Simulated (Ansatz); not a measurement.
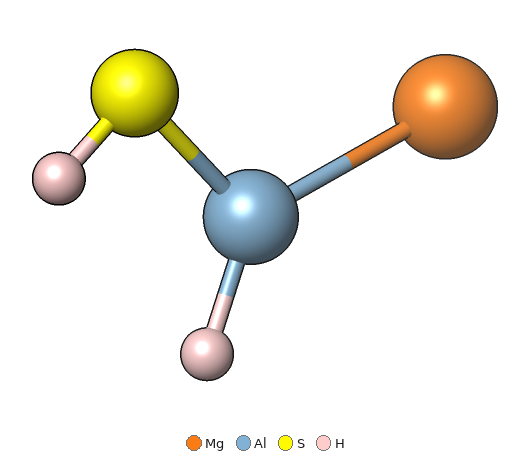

Rendered structure (ball-and-stick style).

The species is neutral and a spin doublet. Computed geometry: PBE0-D4/def2-TZVP optimisation. No frequency run is at hand to confirm it as a minimum.

Description:

Formula AlH₂MgS. The point group is Cs. It is an open-shell species. All atoms lie on one plane. Coordination: 1 Al trigonal planar; 1 S bent.

More results for the same structure follow; atom numbers are the same in all pictures, views and colours differ.

### Electronic properties

No frequency run is at hand to confirm it as a minimum. Level of theory: UHF-CCSD(T), frozen core/def2-TZVPP (Ansatz 0.2.0).

**Estimate the T1 diagnostic.**

0.014.

**Give the ⟨S²⟩ of the determinant at this level.**

0.770.

### Dipole moment

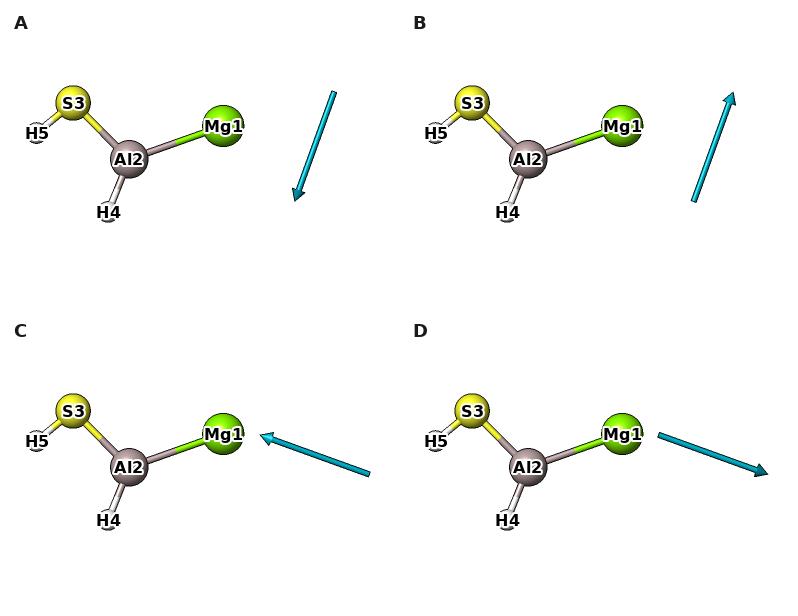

The same molecule four times, each with an arrow. No frequency run is at hand to confirm it as a minimum. Method: UKS PBE0-D4/def2-TZVP (Ansatz 0.2.0).

**Which arrow points along the dipole moment, from the negative to the positive end?**

D. The dipole moment is 1.80 D; it points from the side of H5 to the side of Mg1 (the outermost atoms at the two ends).

### Charges

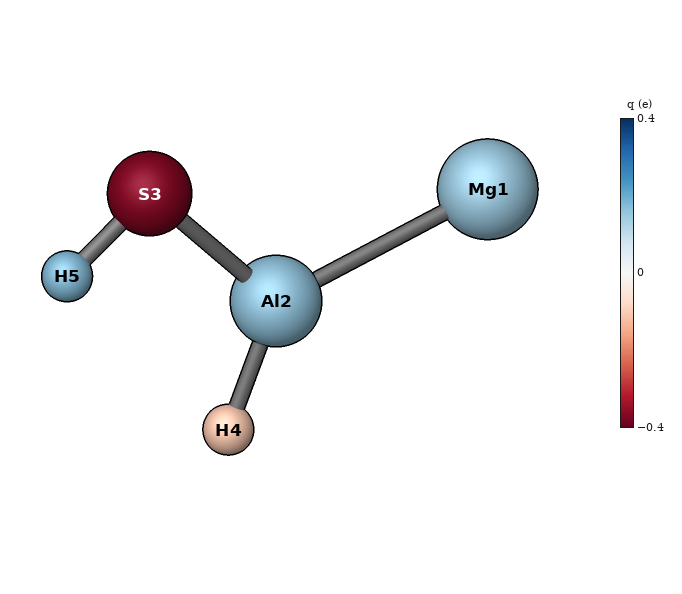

Atoms are coloured by their Mulliken charges. No frequency run is at hand to confirm it as a minimum. Method: UKS PBE0-D4/def2-TZVP (Ansatz 0.2.0).

**Which atom carries the highest charge (most positive or least negative)?**

H5 (0.17 e).

**And the lowest?**

S3 (−0.37 e).

Give the Mulliken charges atom by atom.

| atom | value (e) |
| --- | --- |
| Mg1 | 0.14 |
| Al2 | 0.16 |
| S3 | −0.37 |
| H4 | −0.10 |
| H5 | 0.17 |

Mulliken values depend strongly on the basis set and can even reverse the polarity of a bond.
